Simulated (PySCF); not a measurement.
# [Ce(OH)3]−: how tightly the ligands are held

Aim: take one ligand of each kind off [Ce(OH)3]−, with both parts rigid, and scan its distance from the metal. It is a constructed species; whether it can be made isn't addressed.

The runs use PySCF 2.14.0; PBE0, Ce lcecp-0-SVP with ECP48, O def2-SVP, H def2-SVP; scalar-relativistic core potentials, no spin–orbit coupling.

1 further run of the same task is left out (for a known fault of the program).

## Step 1: Where the work starts

7 atoms, charge -1, spin multiplicity 1.

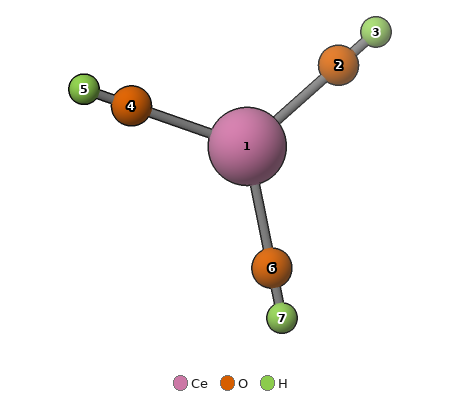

The structure; cerium pink, oxygen orange, hydrogen green; atoms are numbered from 1 in the order of the file.

Geometry (Å):

```xyz
7
charge -1, multiplicity 1
Ce    0.0000    0.0000    0.1393
O     2.3403    0.0000    0.1432
H     3.3003    0.0000    0.1474
O    -1.1702    2.0268    0.1432
H    -1.6502    2.8582    0.1474
O    -1.1702   -2.0268    0.1432
H    -1.6502   -2.8582    0.1474
```

Formal oxidation states: Ce +2. Each metal's 2 4f electrons lie in its core potential, so multiplicities, spins and levels count the valence alone. For divalent La, Ce, Gd or Lu the extra electron is normally 5d or 6s, so this core forces an excited configuration. An earlier session relaxed this geometry at PBE0, Ce lcecp-0-SVP with ECP48, O def2-SVP, H def2-SVP (singlet, point group D3h).

## Step 2: OH taken off

The ligand (atoms 2, 3) keeps its formal charge and a closed shell where it can; ligand and rest are solved at the complex's geometry, in vacuum, with the settings of the relaxation.

```tsv
part	charge	state	energy (Eh)
complex	-1	singlet	-253.855345
ligand	-1	singlet	-75.579351
rest	0	singlet	-178.109380
```

Run time: 0.8 s. Hardware: 2 threads of Arm Neoverse V1, shared host.

## Step 3: Rigid scan of OH

Atoms 2, 3 move together along the line from atom 1; the distance is to the donor, the donors' midpoint or the ring centre. Each point starts from the density of the one before.

```tsv
distance (Å)	energy from the relaxed point (eV)
2.04	0.659
2.14	0.253
2.24	0.054
2.34	0.000
2.44	0.042
2.54	0.146
2.74	0.453
3.04	0.984
3.44	1.632
3.94	2.282
```

Run time: 8.6 s. Hardware: 2 threads of Arm Neoverse V1, shared host.

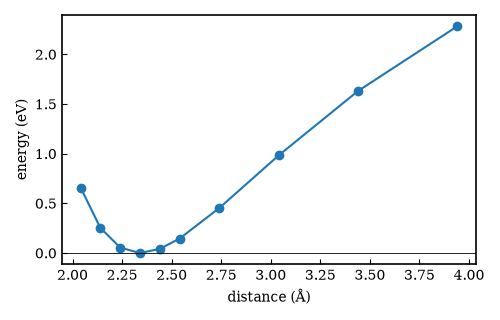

Energy along the rigid scan of OH.

## Step 4: Results

```
                   quantity      value
              taking off OH    4.53 eV
stiffness of the OH contact  9.6 eV/Å²
```

In words: Taking off OH as a fragment of charge -1 costs 4.53 eV. Near 2.34 Å the OH contact has a stiffness of about 9.6 eV/Å², and the energy stands 2.28 eV higher at 3.94 Å. The free anion is solved without diffuse functions, no counterpoise correction is made, and the parts aren't relaxed; each of these makes the binding look larger. These are double-zeta-type bases without diffuse functions. Spin–orbit coupling is left out.
